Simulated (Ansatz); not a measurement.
## AlPH$_{4}$ClOF: geometry relaxation (part 2 of 2)

AlPH$_{4}$ClOF; RKS r2SCAN/def2-SVP (Ansatz 0.2.0). The input holds or restrains some coordinates. It belongs to a series of runs on one base structure; here: pulled along the bonds that form and break, towards end A.

Geometry of the input (Å):
```
Al 0.0000  0.0000  0.0000
O  0.0000  0.0000  2.1300
H  -0.9095  -0.2814  2.4671
Cl 1.9312  0.0000  -1.1150
F  -1.4635  0.0000  -0.8450
P  0.5502  2.3857  0.8135
H  1.6140  2.3328  1.7527
H  0.9365  3.1868  -0.2935
H  0.2834  1.2287  1.9613
```

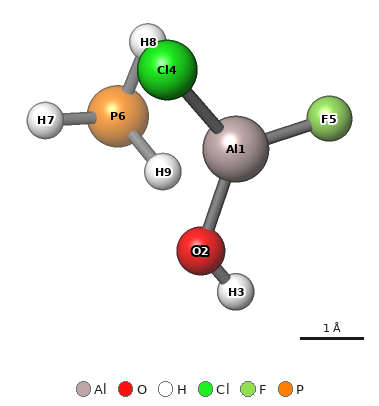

Figure 1. The geometry at step 9 of the log (ball-and-stick view, seen at a tilt; atoms are numbered from 1 in the order of the input).

**Trajectory as extended XYZ, continued**
```
9
Properties=species:S:1:pos:R:3:forces:R:3 step=2 energy=-33221.99272
Al   -0.0140   -0.1641    0.0229    1.4679   2.6148   1.4391
O    -0.0284   -0.1457    2.0399   -0.6821  -0.0707  -1.8988
H    -0.9123   -0.2812    2.4712    0.8753   0.1322  -0.4413
Cl    1.9133   -0.0202   -1.1081   -1.4747  -0.9743   0.7631
F    -1.4605   -0.0087   -0.8371    0.7041  -0.5859   0.6610
P     0.5575    2.5565    0.9071   -1.3127   0.5823   1.3623
H     1.6410    2.3361    1.7549    1.5908   0.5309  -0.3920
H     0.9432    3.1936   -0.2933    0.3054  -0.6706  -0.0851
H     0.3025    1.3864    1.9136   -1.4740  -1.5586  -1.4084
9
Properties=species:S:1:pos:R:3:forces:R:3 step=3 energy=-33222.48256
Al   -0.0269   -0.2781    0.0619    0.7903   1.6780   1.5296
O    -0.0627   -0.3156    1.9505   -0.6038  -0.4154  -2.0235
H    -0.9099   -0.2909    2.4605    0.7744  -0.2046  -0.8168
Cl    1.8850   -0.0330   -1.0905   -1.6707  -0.7226   1.0738
F    -1.4470   -0.0175   -0.8263    0.8691  -0.5005   0.6496
P     0.5623    2.7092    0.9970   -0.9094   2.2402   2.1945
H     1.6747    2.3506    1.7497    1.7957   0.8086  -0.3173
H     0.9480    3.1722   -0.2983    0.1759  -1.6266  -0.1624
H     0.3189    1.5558    1.8666   -1.2215  -1.2571  -2.1275
9
Properties=species:S:1:pos:R:3:forces:R:3 step=4 energy=-33223.72383
Al   -0.0317   -0.3310    0.0985    0.4624   1.2535   0.5573
O    -0.0871   -0.4430    1.8762   -0.6073  -0.2531  -1.1758
H    -0.8944   -0.3025    2.4287    0.8464  -0.2773  -0.8799
Cl    1.8391   -0.0484   -1.0558   -1.4615  -0.5897   1.0707
F    -1.4267   -0.0293   -0.8121    0.7826  -0.4461   0.6180
P     0.5662    2.8731    1.1020   -0.0452   2.2176   1.4556
H     1.7276    2.3851    1.7375    1.3079   0.8583  -0.4040
H     0.9466    3.1011   -0.2986   -0.1410  -1.7228   0.5758
H     0.3026    1.6475    1.7949   -1.1442  -1.0404  -1.8177
9
Properties=species:S:1:pos:R:3:forces:R:3 step=5 energy=-33224.99653
Al   -0.0167   -0.2476    0.1166   -0.1087   0.4185   0.5427
O    -0.0968   -0.5231    1.8450    0.0510  -0.0023  -1.1820
H    -0.8716   -0.3290    2.3942    0.1853  -0.1527  -0.3193
Cl    1.7917   -0.0807   -1.0044   -0.6502  -0.2808   0.5919
F    -1.4187   -0.0558   -0.7947    0.5615  -0.1574   0.4718
P     0.5915    3.0084    1.2229    0.4246  -0.1294  -0.0338
H     1.8284    2.4688    1.7087    0.3749   0.6167  -0.3255
H     0.9257    2.9622   -0.2415   -0.3283  -0.6735   1.2962
H     0.2086    1.6494    1.6244   -0.5101   0.3611  -1.0419
9
Properties=species:S:1:pos:R:3:forces:R:3 step=6 energy=-33225.36415
Al   -0.0208   -0.1837    0.1191   -0.3908  -0.0300   0.8150
O    -0.0770   -0.5220    1.8315   -0.0456   0.0607  -1.0701
H    -0.8692   -0.3987    2.3745    0.1809  -0.0965  -0.2514
Cl    1.7748   -0.1078   -0.9575   -0.1596  -0.1207   0.2078
F    -1.4367   -0.0637   -0.7740    0.4663  -0.0074   0.3579
P     0.6227    3.0314    1.2851    0.2107  -0.5695  -0.6677
H     1.9268    2.5710    1.6869   -0.1647   0.1249  -0.1463
H     0.9131    2.8597   -0.1524   -0.1642   0.0454   0.8505
H     0.1085    1.6664    1.4579    0.0669   0.5931  -0.0957
9
Properties=species:S:1:pos:R:3:forces:R:3 step=7 energy=-33225.42381
Al    0.0016   -0.1651    0.1007   -0.1606  -0.1742   0.8859
O    -0.0414   -0.4836    1.8140   -0.0423  -0.0145  -1.0493
H    -0.8604   -0.4517    2.3256    0.1057  -0.0263  -0.1414
Cl    1.8040   -0.3053   -0.9592   -0.2343   0.0299   0.1859
F    -1.4221    0.0239   -0.7546    0.3553   0.0249   0.2053
P     0.5975    3.0401    1.3069    0.2740   0.0670  -0.0630
H     1.9259    2.6097    1.6478   -0.1618   0.0633  -0.0513
H     0.8416    2.8768   -0.0949   -0.0517  -0.0121   0.0064
H     0.0956    1.7077    1.4849   -0.0842   0.0419   0.0214
9
Properties=species:S:1:pos:R:3:forces:R:3 step=8 energy=-33225.42762 accepted=F
Al    0.0330   -0.2028    0.1018   -0.5285   0.2843   0.9108
O    -0.0182   -0.5052    1.8142   -0.0677  -0.1465  -1.0079
H    -0.8394   -0.4407    2.3186    0.0982  -0.0318  -0.1150
Cl    1.8289   -0.3664   -0.9338   -0.0341  -0.0648   0.0194
F    -1.3723    0.2061   -0.7200    0.5260  -0.2258   0.2536
P     0.5667    3.0202    1.2997    0.1934   0.1540  -0.0420
H     1.9028    2.6035    1.6091   -0.0953   0.0191  -0.0138
H     0.7742    2.8439   -0.1009   -0.0273   0.0189  -0.1028
H     0.0665    1.6940    1.4823   -0.0645  -0.0074   0.0978
9
Properties=species:S:1:pos:R:3:forces:R:3 step=9 energy=-33225.43944
Al    0.0174   -0.1597    0.1096   -0.1170  -0.1088   1.0274
O    -0.0419   -0.4732    1.8228   -0.1408  -0.0888  -1.0127
H    -0.8838   -0.5289    2.2964    0.1687   0.0330  -0.1278
Cl    1.8207   -0.3707   -0.9176   -0.0983   0.0340   0.0785
F    -1.3848    0.1121   -0.7470    0.2068  -0.0042   0.1122
P     0.6035    3.0475    1.3143    0.1675   0.0882  -0.0840
H     1.9430    2.6173    1.5807   -0.0557   0.0352  -0.0350
H     0.7617    2.8896   -0.0990   -0.0269   0.0002  -0.0235
H     0.1067    1.7185    1.5110   -0.1042   0.0111   0.0648
9
Properties=species:S:1:pos:R:3:forces:R:3 step=10 energy=-33225.45061
Al    0.0387   -0.1581    0.1117   -0.1280  -0.0811   1.0851
O    -0.0490   -0.4761    1.8224   -0.1235  -0.0859  -1.0165
H    -0.9018   -0.5215    2.2761    0.1477   0.0265  -0.0948
Cl    1.8484   -0.4071   -0.8857   -0.0272   0.0271   0.0329
F    -1.3422    0.1601   -0.7582    0.1395  -0.0080   0.0718
P     0.6156    3.0412    1.3395    0.1947   0.0885  -0.1483
H     1.9661    2.5884    1.4921   -0.0753   0.0292  -0.0099
H     0.6635    2.9029   -0.0862   -0.0528  -0.0008   0.0212
H     0.1030    1.7227    1.5595   -0.0752   0.0044   0.0586
9
Properties=species:S:1:pos:R:3:forces:R:3 step=11 energy=-33225.46220
Al    0.0592   -0.1584    0.1135   -0.1465  -0.0254   1.1258
O    -0.0745   -0.4853    1.8201   -0.0912  -0.0714  -1.0425
H    -0.9412   -0.5056    2.2474    0.1257   0.0123  -0.0645
Cl    1.8883   -0.4224   -0.8371    0.0129   0.0019   0.0046
F    -1.2905    0.2124   -0.7817    0.1029  -0.0226   0.0518
P     0.6406    3.0298    1.3655    0.2896   0.0288  -0.3917
H     2.0064    2.5705    1.3725   -0.2479   0.0610  -0.0240
H     0.5199    2.8917   -0.0691   -0.0066   0.0167   0.2770
H     0.1341    1.7199    1.6401   -0.0391  -0.0012   0.0635
9
Properties=species:S:1:pos:R:3:forces:R:3 step=12 energy=-33225.47132
Al    0.0791   -0.1592    0.1142   -0.2385   0.0690   1.1011
O    -0.1017   -0.4890    1.8162   -0.0903  -0.0780  -1.0486
H    -0.9814   -0.4961    2.2179    0.1489   0.0111  -0.0625
Cl    1.9242   -0.4474   -0.7947    0.0264  -0.0208  -0.0059
F    -1.2385    0.2749   -0.8048    0.1547  -0.0700   0.0882
P     0.6567    3.0233    1.3808    0.3126  -0.0560  -0.5037
H     2.0223    2.5696    1.2543   -0.3034   0.0958   0.0081
H     0.3911    2.8630   -0.0379    0.0280   0.0183   0.3827
H     0.1904    1.7136    1.7251   -0.0383   0.0304   0.0407
9
Properties=species:S:1:pos:R:3:forces:R:3 step=13 energy=-33225.48108
Al    0.0942   -0.1444    0.1082   -0.3662  -0.0117   1.0173
O    -0.1188   -0.4739    1.8061    0.0391  -0.0401  -1.0754
H    -1.0020   -0.4688    2.1946    0.0475   0.0062  -0.0185
Cl    1.9436   -0.4771   -0.7761    0.0401   0.0106   0.0002
F    -1.2165    0.2558   -0.8418    0.2400  -0.0395   0.1578
P     0.6818    3.0237    1.4058    0.2166  -0.0322  -0.4082
H     2.0261    2.5620    1.1772   -0.2088   0.0666   0.0187
H     0.3059    2.8563    0.0209    0.0279   0.0400   0.2146
H     0.2280    1.7190    1.7762   -0.0363   0.0001   0.0935
9
Properties=species:S:1:pos:R:3:forces:R:3 step=14 energy=-33225.48167
Al    0.1269   -0.1794    0.1059   -0.5027   0.3603   0.9234
O    -0.1476   -0.4873    1.7994   -0.0008  -0.1124  -1.0711
H    -1.0303   -0.3798    2.1791    0.1325  -0.0403  -0.0751
Cl    2.0052   -0.5029   -0.7258   -0.0409  -0.0708   0.0236
F    -1.1252    0.3742   -0.8611    0.3840  -0.2459   0.2655
P     0.6992    2.9861    1.4181    0.1417   0.0525  -0.3747
H     1.9994    2.5250    1.0111   -0.1920   0.0424   0.0323
H     0.1303    2.8294    0.1015    0.0754   0.0200   0.1918
H     0.2843    1.6872    1.8430    0.0028  -0.0059   0.0843
9
Properties=species:S:1:pos:R:3:forces:R:3 step=15 energy=-33225.49375
Al    0.1318   -0.1562    0.1112   -0.5238   0.1409   0.8964
O    -0.1625   -0.4748    1.7992    0.0369  -0.0592  -1.0579
H    -1.0564   -0.4072    2.1604    0.1234  -0.0134  -0.0586
Cl    2.0070   -0.5229   -0.7089   -0.0102  -0.0126   0.0306
F    -1.1262    0.3182   -0.8863    0.3587  -0.1288   0.2670
P     0.7245    2.9982    1.4374    0.1435   0.0084  -0.3484
H     1.9978    2.5292    0.9659   -0.1354   0.0611   0.0324
H     0.1057    2.8772    0.1421    0.0479   0.0074   0.1453
H     0.3204    1.6911    1.8502   -0.0411  -0.0038   0.0933
9
Properties=species:S:1:pos:R:3:forces:R:3 step=16 energy=-33225.49975
Al    0.1584   -0.1462    0.1025   -0.0663  -0.0580   1.2496
O    -0.1614   -0.4471    1.7896    0.1511  -0.0962  -1.1425
H    -1.0616   -0.4064    2.1305   -0.0163   0.0241   0.0190
Cl    2.0133   -0.6585   -0.6871   -0.0002   0.0240   0.0255
F    -1.0306    0.4015   -0.9094   -0.1046   0.0412  -0.0694
P     0.7339    3.0050    1.4455    0.0207   0.0455  -0.1211
H     1.9439    2.5286    0.8560    0.0374  -0.0123  -0.0282
H    -0.0126    2.8691    0.2323   -0.0196   0.0104  -0.0321
H     0.3590    1.7066    1.9112   -0.0023   0.0212   0.0992
```

**Results in brief**

```csv
quantity,value
outcome,converged under the restraints of the input
total energy,−33225.4998 eV
mean-field energy,−33225.4998 eV
"largest force (length of the vector) at the end, held atoms and coordinates included",1.253 eV/Å
hardware,"4 threads of Arm Neoverse V2, 24 GiB of memory available, shared host"
wall time,32 s (CPU time 2 min)
peak memory,0.2 GiB
```
